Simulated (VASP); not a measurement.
Input:

```
CELL_PARAMETERS angstrom
      3.14779     0.00000     0.00000
      0.00000     3.14779     0.00000
      0.00000     0.00000     3.14779
ATOMIC_POSITIONS crystal
  Zn 0.50000 0.50000 0.50000
  Au 0.00000 0.00000 0.00000
```

Method: TPSS meta-GGA, VASP's PBE PAW potentials (set 64) (plane waves; VASP 6.6.1). Run with 520 eV cut-off, 13×13×13 Γ-centred mesh, tetrahedra with Blöchl corrections, potentials Zn Au.

Unless said otherwise, spin-orbit coupling is left out, though it shifts the bands of the heavy elements here.

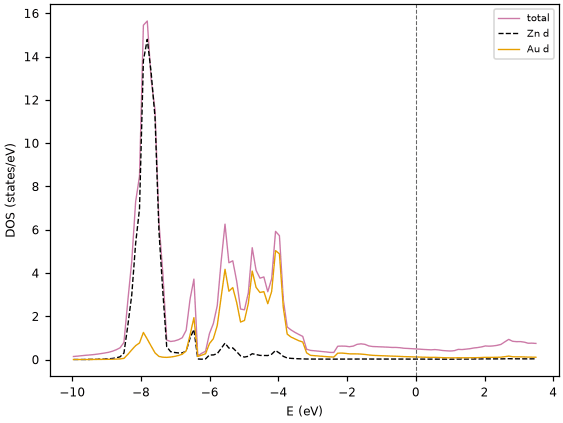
Fig. 1. Total and projected density of states, zero at the Fermi level

Within 2 eV below the Fermi level the largest weight inside VASP's projection spheres is Au d, then Au p.

It has no gap at this level: it comes out as a metal or semimetal.

The compound is AuZn in the CsCl type structure. It was relaxed first. The electron count is odd and the run is not spin-polarised, which forces a metal.
